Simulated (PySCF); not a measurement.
Breaking a bond: InH, singlet.

- RHF/def2-SVP, def2 effective core potentials past Kr (PySCF)
- UHF/def2-SVP, def2 effective core potentials past Kr (PySCF)
- RKS-TPSSh = PySCF 2.14.0 with restricted TPSSh/def2-SVP, def2 effective core potentials past Kr

Magnitude of the dipole moment (D; its direction can reverse along the curve, and a method can change to another solution) and Mulliken charge of the fragment that holds In1:

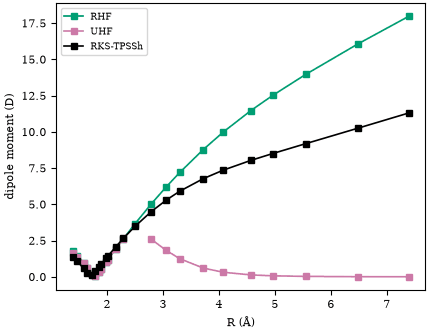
Dipole moment against bond length.

| R / Å | μ RHF | q RHF | μ UHF | q UHF | μ RKS-TPSSh | q RKS-TPSSh |
|---|---|---|---|---|---|---|
| 1.39 | 1.78 | 0.29 | 1.62 | 0.28 | 1.39 | 0.22 |
| 1.47 | 1.45 | 0.27 | 1.36 | 0.27 | 1.06 | 0.21 |
| 1.58 | 0.96 | 0.27 | 0.96 | 0.26 | 0.59 | 0.20 |
| 1.65 | 0.63 | 0.27 | 0.63 | 0.27 | 0.27 | 0.20 |
| 1.74 | 0.20 | 0.27 | 0.20 | 0.27 | 0.15 | 0.21 |
| 1.79 | 0.05 | 0.27 | 0.05 | 0.27 | 0.38 | 0.22 |
| 1.85 | 0.35 | 0.28 | 0.35 | 0.28 | 0.66 | 0.23 |
| 1.89 | 0.56 | 0.29 | 0.56 | 0.29 | 0.85 | 0.23 |
| 1.98 | 1.02 | 0.30 | 1.02 | 0.30 | 1.27 | 0.25 |
| 2.01 | 1.17 | 0.30 | 1.17 | 0.30 | 1.41 | 0.25 |
| 2.16 | 1.95 | 0.32 | 1.95 | 0.32 | 2.08 | 0.27 |
| 2.29 | 2.61 | 0.34 | 2.61 | 0.34 | 2.64 | 0.28 |
| 2.50 | 3.66 | 0.36 | — | — | 3.48 | 0.30 |
| 2.79 | 5.02 | 0.38 | 2.59 | 0.20 | 4.49 | 0.32 |
| 3.06 | 6.21 | 0.41 | 1.81 | 0.11 | 5.30 | 0.32 |
| 3.30 | 7.20 | 0.42 | 1.25 | 0.07 | 5.90 | 0.33 |
| 3.72 | 8.78 | 0.45 | 0.60 | 0.03 | 6.77 | 0.33 |
| 4.08 | 9.99 | 0.48 | 0.31 | 0.01 | 7.36 | 0.34 |
| 4.57 | 11.46 | 0.50 | 0.13 | 0.00 | 8.03 | 0.34 |
| 4.96 | 12.51 | 0.51 | 0.07 | 0.00 | 8.50 | 0.34 |
| 5.55 | 13.96 | 0.52 | 0.03 | 0.00 | 9.18 | 0.34 |
| 6.48 | 16.06 | 0.52 | 0.01 | 0.00 | 10.25 | 0.33 |
| 7.39 | 17.96 | 0.51 | 0.00 | 0.00 | 11.30 | 0.32 |

Dashes: no converged value, or the column stops at the first point that the program doubted or that broke a chosen test of continuity, which isn't proof of a fault.

The restricted form behind RHF, RKS-TPSSh keeps the bonding electrons paired and can't separate into open-shell fragments. The unrestricted determinant behind UHF is spin-contaminated at 1.39 to 1.47, 2.50 to 7.39 Å (<S²> up to 1.0, against 0.00 for a pure singlet). At the longest distance RKS-TPSSh leaves fractional charges on the fragments, a sign of delocalisation error or of the restricted form.
